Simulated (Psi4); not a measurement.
# C2H6FIn (SMILES C[CH](F)[InH2]) at SVWN5/def2-SVP (core potential)

What is the vertical singlet–triplet gap of C2H6FIn at SVWN5/def2-SVP (core potential)? 

The results are computed with Psi4 1.11.

## (1) The molecule

C2H6FIn: 10 atoms, total charge 0, spin state singlet. As SMILES, `C[CH](F)[InH2]`. Geometry: relaxed at PBE0-D4/def2-TZVP.

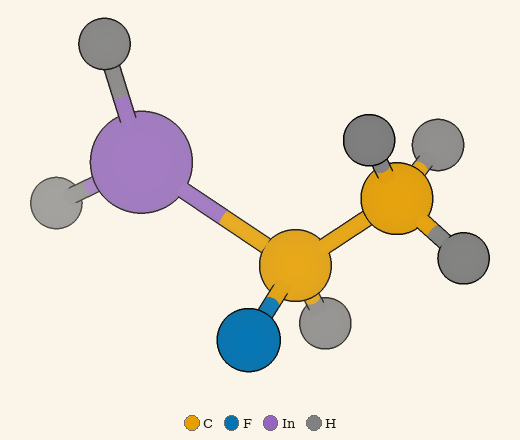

The structure, seen from a chosen angle (carbon amber, fluorine blue, indium purple, hydrogen grey).

## (2) The energy at SVWN5/def2-SVP (core potential)

File calc.in:

```
memory 1600 MB

molecule {
  C     -0.26607344     2.36896067    -1.08697047
  C      1.19770842     0.34015070     0.25927042
  F      1.64443967     1.12835547     2.77374001
  In    -0.72792250    -3.29851695     0.80086593
  H      0.73944983     4.17723960    -1.02328670
  H     -2.13898100     2.64108123    -0.26286090
  H     -0.51381653     1.85060879    -3.07382851
  H      3.06362399     0.10412391    -0.59677551
  H     -3.93044137    -3.20535345     1.44129412
  H      0.93182395    -6.10664997     0.76836264
  units bohr
  symmetry c1
}

set {
  basis                def2-SVP
  puream               true
  e_convergence        1e-09
  d_convergence        1e-08
  scf_type             pk
  dft_radial_points    99
  dft_spherical_points 590
}

e_tot, wfn = energy('scf', dft_functional={"name": "SVWN5", "x_functionals": {"LDA_X": {}}, "c_functionals": {"LDA_C_VWN": {}}}, return_wfn=True)
oeprop(wfn, 'MAYER_INDICES', 'QUADRUPOLE', 'WIBERG_LOWDIN_INDICES')
```

Launch:

```bash
psi4 calc.in calc.out -n 1
```

calc.out:

```text
[...]
    !!!  WARNING: ECP capability is in beta. Please check occupations closely.  !!!
[...]
  Running in c1 symmetry.
[...]
  Nuclear repulsion =  190.900305922827982
[...]
  Multiplicity = 1
[...]
  Nalpha       = 24
  Nbeta        = 24
[...]
    Number of basis functions: 98
[...]
   @RKS iter   1:  -367.47639219122897   -6.38904e-01   8.79594e-03 DIIS/ADIIS
[...]
   @RKS iter  13:  -367.89370283768625   -4.43379e-12   3.45669e-09 DIIS
[...]
    Orbital Energies [Eh]
    ---------------------
    Doubly Occupied:
       1A    -24.068650     2A     -9.848007     3A     -9.785034
       4A     -4.466489     5A     -2.917738     6A     -2.905459
       7A     -2.904856     8A     -1.047468     9A     -0.696243
      10A     -0.688611    11A     -0.685921    12A     -0.685468
      13A     -0.683681    14A     -0.666329    15A     -0.538658
      16A     -0.439645    17A     -0.424832    18A     -0.398477
      19A     -0.362756    20A     -0.344715    21A     -0.333858
      22A     -0.284485    23A     -0.255492    24A     -0.214473
[...]
  @RKS Final Energy:  -367.89370283768625
   => Energetics <=
    Nuclear Repulsion Energy =            190.9003059228279824
    One-Electron Energy =                -960.0153539565874325
    Two-Electron Energy =                 439.6262353732377051
    DFT Exchange-Correlation Energy =     -38.4048901771645248
    Empirical Dispersion Energy =           0.0000000000000000
    VV10 Nonlocal Energy =                  0.0000000000000000
    Total Energy =                       -367.8937028376862486
[...]
 Multipole Moments:
 ------------------------------------------------------------------------------------
     Multipole            Electronic (a.u.)      Nuclear  (a.u.)        Total (a.u.)
 ------------------------------------------------------------------------------------
 L = 1.  Multiply by 2.5417464519 to convert [e a0] to [Debye]
 Dipole X            :        -15.8951940           15.8684922           -0.0267018
 Dipole Y            :        -51.8941104           51.9318462            0.0377358
 Dipole Z            :          3.9402440           -4.5829007           -0.6426567
 Magnitude           :                                                    0.6443171
 L = 2.  Multiply by 1.3450342976 to convert [e a0^2] to [Debye ang]
 Quadrupole XX       :       -114.1323143           80.6105094          -33.5218049
 Quadrupole XY       :        -89.9608524           89.6116713           -0.3491811
[...]
```

Run time: 33 s. Hardware: 1 thread of AMD EPYC, shared host; peak memory 0.73 GiB.

## (3) The triplet: energy and forces at USVWN5/def2-SVP (core potential)

File c2h6fin.xyz:

```xyz
10
C2H6FIn
C     -0.140800     1.253600    -0.575200
C      0.633800     0.180000     0.137200
F      0.870200     0.597100     1.467800
In    -0.385200    -1.745500     0.423800
H      0.391300     2.210500    -0.541500
H     -1.131900     1.397600    -0.139100
H     -0.271900     0.979300    -1.626600
H      1.621200     0.055100    -0.315800
H     -2.079900    -1.696200     0.762700
H      0.493100    -3.231500     0.406600
```

File job.py:

```python
import psi4

psi4.set_memory(1600000000)
psi4.set_num_threads(1)
psi4.core.set_output_file('output.dat', False)

with open('c2h6fin.xyz') as f:
    atoms = ''.join(f.readlines()[2:])
molecule = psi4.geometry('0 3\n' + atoms + 'symmetry c1\nno_reorient\nno_com')

psi4.set_options({
    'basis': 'def2-SVP',
    'reference': 'uks',
    'puream': True,
    'e_convergence': 1e-09,
    'd_convergence': 1e-08,
    'scf_type': 'pk',
    'dft_radial_points': 99,
    'dft_spherical_points': 590,
    'maxiter': 100,
})

e = psi4.gradient("scf", dft_functional={"name": "SVWN5", "x_functionals": {"LDA_X": {}}, "c_functionals": {"LDA_C_VWN": {}}}, molecule=molecule)
print('gradient / Eh bohr^-1')
print(e.np.round(6))
for k, v in sorted(psi4.core.scalar_variables().items()):
    print(f'{k:45s} {v:18.10f}')
```

Launch:

```bash
python job.py
```

output.dat, shortened:

```text
[...]
  Running in c1 symmetry.
[...]
  Nuclear repulsion =  190.900305887032346
[...]
  Multiplicity = 3
[...]
  Nalpha       = 25
  Nbeta        = 23
[...]
    Number of basis functions: 98
[...]
   @UKS iter   1:  -367.35138383558387   -5.08521e-01   8.77540e-03 ADIIS/DIIS
[...]
   @UKS iter  19:  -367.76749426817656   -2.95586e-12   4.57959e-09 DIIS
[...]
   @S^2 Observed:                2.001361993E+00
[...]
  @UKS Final Energy:  -367.76749426817656
   => Energetics <=
    Nuclear Repulsion Energy =            190.9003058870323457
    One-Electron Energy =                -958.7242600872926914
    Two-Electron Energy =                 438.3541364386736632
    DFT Exchange-Correlation Energy =     -38.2976765065898590
    Empirical Dispersion Energy =           0.0000000000000000
    VV10 Nonlocal Energy =                  0.0000000000000000
    Total Energy =                       -367.7674942681765629
[...]
 Multipole Moments:
 ------------------------------------------------------------------------------------
     Multipole            Electronic (a.u.)      Nuclear  (a.u.)        Total (a.u.)
 ------------------------------------------------------------------------------------
 L = 1.  Multiply by 2.5417464519 to convert [e a0] to [Debye]
 Dipole X            :         -2.8138361            3.2550533            0.4412171
 Dipole Y            :         44.7396972          -43.3979384            1.3417588
 Dipole Z            :        -34.7273498           34.0685495           -0.6588003
 Magnitude           :                                                    1.5585272
[...]
  -Total Gradient:
     Atom            X                  Y                   Z
    ------   -----------------  -----------------  -----------------
       1        0.003374665690     0.029969612739    -0.003889883883
       2       -0.006897107438    -0.065487970533    -0.030482077065
       3        0.005651545882     0.010428221435     0.025973948691
       4        0.016282021812     0.032467365335     0.000767335612
       5       -0.009266465745    -0.009343052946    -0.004575792055
       6        0.011378207485    -0.003049047847    -0.005552764491
       7        0.001370380426     0.002302651843     0.009009735764
       8       -0.011522120170     0.021291965273     0.005369742007
       9       -0.000972199009    -0.011952057053     0.001300239019
      10       -0.009406583470    -0.006626085443     0.002102198391
[...]
```

Standard output:

```text
gradient / Eh bohr^-1
[[ 0.003375  0.02997  -0.00389 ]
 [-0.006897 -0.065488 -0.030482]
 [ 0.005652  0.010428  0.025974]
 [ 0.016282  0.032467  0.000767]
 [-0.009266 -0.009343 -0.004576]
 [ 0.011378 -0.003049 -0.005553]
 [ 0.00137   0.002303  0.00901 ]
 [-0.011522  0.021292  0.00537 ]
 [-0.000972 -0.011952  0.0013  ]
 [-0.009407 -0.006626  0.002102]]
CURRENT ENERGY                                   -367.7674942682
CURRENT REFERENCE ENERGY                         -367.7674942682
DD SOLVATION ENERGY                                 0.0000000000
DFT FUNCTIONAL TOTAL ENERGY                      -367.7674942682
DFT TOTAL ENERGY                                 -367.7674942682
DFT VV10 ENERGY                                     0.0000000000
DFT XC ENERGY                                     -38.2976765066
GRID ELECTRONS ALPHA                               25.0000015626
GRID ELECTRONS BETA                                23.0000006731
GRID ELECTRONS TOTAL                               48.0000022357
NUCLEAR REPULSION ENERGY                          190.9003058870
ONE-ELECTRON ENERGY                              -958.7242600873
PCM POLARIZATION ENERGY                             0.0000000000
PE ENERGY                                           0.0000000000
SCF ITERATION ENERGY                             -367.7674942682
SCF ITERATIONS                                     19.0000000000
SCF TOTAL ENERGY                                 -367.7674942682
TWO-ELECTRON ENERGY                               438.3541364387
XC GRID RADIAL POINTS                              99.0000000000
XC GRID SPHERICAL POINTS                          590.0000000000
XC GRID TOTAL POINTS                           553231.0000000000
```

Run time: 94 s. Hardware: 1 thread of AMD EPYC, shared host; peak memory 0.73 GiB.

## (4) Outcome

At SVWN5/def2-SVP (core potential):

| quantity | value |
| --- | --- |
| singlet: total energy | -367.89370 Eh |
| singlet: dipole moment | 1.64 D |
| singlet: HOMO energy | -5.84 eV |
| singlet: LUMO energy | -2.72 eV |
| singlet: HOMO–LUMO gap | 3.12 eV |
| triplet: total energy | -367.76749 Eh |
| triplet: dipole moment | 3.96 D |
| triplet: HOMO energy (highest over α and β) | -2.84 eV |
| triplet: ⟨S²⟩ | 2.001 |
| triplet: largest force on an atom | 3.731 eV/Å |
| vertical energy of the triplet above the singlet | 3.434 eV |

At this shape the triplet lies 3.43 eV (79 kcal/mol) above the singlet.
